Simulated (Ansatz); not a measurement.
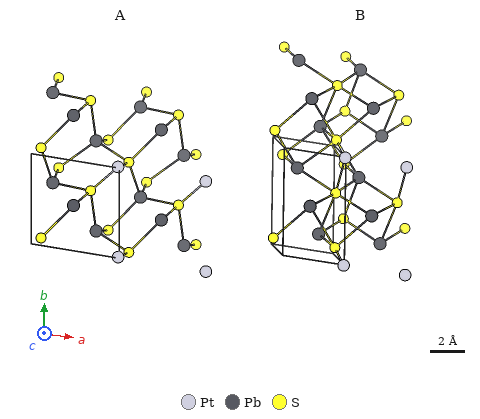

Two geometries of a crystal of PtPb$_{3}$S$_{4}$ (built on the VAg3O4-121 type type), drawn at one scale. One is the start of a relaxation, the other its converged end. The picture is a ball-and-stick view of the cell of the calculation, reduced to other axes, repeated 2 × 2 × 1 with one cell outlined, seen along the c axis. Lengths and directions refer to the drawn axes.

The calculation used DFT, PBEsol, plane waves, PAW in Ansatz. Set-up: plane-wave cutoff 420 eV; k-point mesh 4 × 4 × 4; occupations fermi dirac; smearing width 0.05 eV; no spin polarisation; cell and atoms relaxed; force threshold 0.01 eV/Å; at most 120 steps.

Which of the two is the end point?

Structure B is the relaxed one. Case: shaken. The atom that moves furthest relative to the cell is an S atom (1.02 Å roughly along [3 1 0]). By element the largest moves are S 1.02 Å, Pb 0.73 Å, Pt 0.22 Å. Cell: a 5.679 → 3.986 Å (−29.8 %), b 5.780 → 6.923 Å (+19.8 %), c 7.979 → 7.985 Å (+0.1 %), α 110.3° → 115.7°, β 109.7° → 104.5°, γ 91.5° → 90.0°. Volume −16.4 %. Among the contacts that change: Pb–S 4.709 → 2.836 Å, Pb–S 4.736 → 2.908 Å, Pb–S 4.746 → 2.932 Å, Pb–S 4.617 → 2.836 Å. New bonds form, among them: Pb–S (4.58 → 2.91 Å), Pb–S (4.61 → 2.93 Å), Pb–S (4.62 → 2.84 Å), Pb–S (4.71 → 2.84 Å). Among the angles between lasting bonds that change: S–Pt–S 109.9° → 177.6°, S–Pt–S 118.9° → 177.6°, Pt–S–Pb 133.0° → 80.2°. The space group (tolerance 0.01 Å) goes from P1 (No. 1) to Imm2 (No. 44). Over 34 accepted moves (36 points after the start) the energy falls by 405 meV per atom. The largest force component goes from 2.5 to 0.0039 eV/Å. Pressure: 2.42 GPa at the start and 0.00 GPa at the end. The SCF was repeated twice at an unchanged geometry on a basis and grid sized afresh for the cell, which shifted the energy by 2.8 meV per atom at most. The run took 6.2 min on 4 threads of Arm Neoverse V1 (shared host), peak memory 0.91 GiB.
